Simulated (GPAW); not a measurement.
Consider Br (Immm).

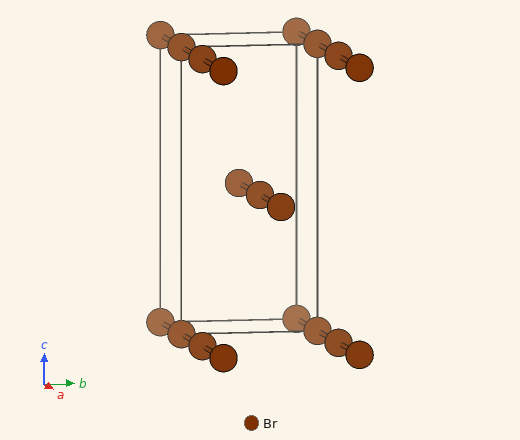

The structure (bromine brown). 3×1×1 conventional cells are drawn. Some periodic images of atoms are drawn too.

```
Br
1.0
    -1.28677    1.72000    3.57799
     1.28677   -1.72000    3.57799
     1.28677    1.72000   -3.57799
Br
1
Direct
  0.00000 0.00000 0.00000
```

Absorber: atom 1, with 2 Br at 2.57 Å (linear, site symmetry mmm). Method: GPAW, LDA, excited-electron core hole (neutral cell), 5-atom cell with 5.5 Å between holes, 5×5×5 k points, dipole transitions, Gaussian full width 2.52 eV up to 4 eV, rising linearly to 3.5 eV at 25 eV.

This is not the structure that solid Br takes at ambient pressure (space group No. 64); it is a model or a phase of other conditions.

**Question.** Where do the maxima of the Br K edge fall?

Main maxima up to 30 eV above the zero (height): 1.0 eV (1.20), 9.2 eV (1.29), 17.4 eV (1.51) and 25.6 eV (1.30). A K edge sees empty p states on the absorber. 

The Br K spectrum (energy from the lowest empty level; intensity scaled to a mean of 1 over the first 20 eV; polarised curves are means over the symmetry-equivalent atoms):

| E (eV) | isotropic | ε ∥ x | ε ∥ y | ε ∥ z |
| --- | --- | --- | --- | --- |
| -2.0 | 0.07 | 0.18 | 0.04 | 0.00 |
| -0.5 | 0.65 | 1.65 | 0.29 | 0.00 |
| 1.0 | 1.20 | 3.33 | 0.27 | 0.00 |
| 2.5 | 0.96 | 2.84 | 0.04 | 0.00 |
| 4.0 | 0.49 | 1.42 | 0.02 | 0.03 |
| 5.5 | 0.23 | 0.18 | 0.18 | 0.33 |
| 7.0 | 0.69 | 0.10 | 0.68 | 1.28 |
| 8.5 | 1.23 | 0.19 | 1.50 | 1.99 |
| 10.0 | 1.18 | 0.25 | 1.83 | 1.46 |
| 11.5 | 0.80 | 0.38 | 1.25 | 0.77 |
| 13.0 | 0.81 | 0.76 | 1.07 | 0.59 |
| 14.5 | 1.14 | 1.32 | 1.24 | 0.85 |
| 16.0 | 1.40 | 1.68 | 1.22 | 1.30 |
| 17.5 | 1.51 | 1.80 | 1.20 | 1.52 |
| 19.0 | 1.38 | 1.59 | 1.16 | 1.39 |
| 20.5 | 1.25 | 1.28 | 1.11 | 1.35 |
| 22.0 | 1.21 | 1.14 | 1.15 | 1.34 |
| 23.5 | 1.24 | 1.11 | 1.29 | 1.31 |
| 25.0 | 1.29 | 1.16 | 1.42 | 1.29 |
| 26.5 | 1.29 | 1.20 | 1.39 | 1.27 |
| 28.0 | 1.24 | 1.20 | 1.26 | 1.28 |
| 29.5 | 1.23 | 1.21 | 1.22 | 1.27 |
| 31.0 | 1.23 | 1.22 | 1.22 | 1.25 |

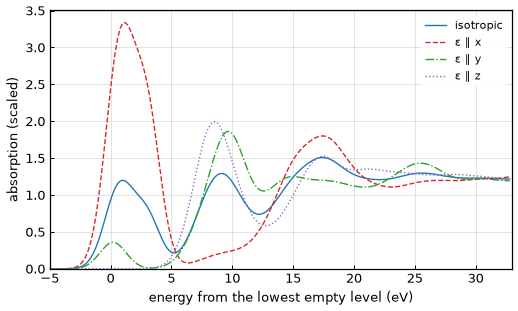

The Br K edge.

The script folds with a Gaussian, whereas the core hole's own line is a Lorentzian, so the onset is too steep and the first peak too high. The primitive cell holds an odd number of electrons, so a spin-paired run has to come out metallic; that is right for a metal, but some such compounds are magnetic or distorted insulators. The holes are only 5.5 Å apart, so the shape is probably not converged with cell size; no larger cell was run here. Lifetime broadening is put in by hand, and intensities beyond about 20 eV depend on it and on the partial waves. The structure is a computed Materials Project entry and may be a hypothetical form.

[Banner, clock and machine lines of the logs are left out without a mark of their own.]

[Logs are printed without paths, hosts, clocks, repeated set-up lines and the standing remarks that a program may print on its own settings, such as how far it seeks lower states.]

[Hosts, paths, dates, database ids (printed as entryN), source tags and the programs' standing remarks are cut or masked in the printed files.]

[Lists of maxima count a maximum above −3 eV only where it reaches 4 % of the highest in the window and stands out from its surroundings by 2 % of it (1.5 % where it reaches 55 %); shoulders and weaker maxima are passed over, and of the rest the first, up to two pre-edge ones and the few strongest are named.]
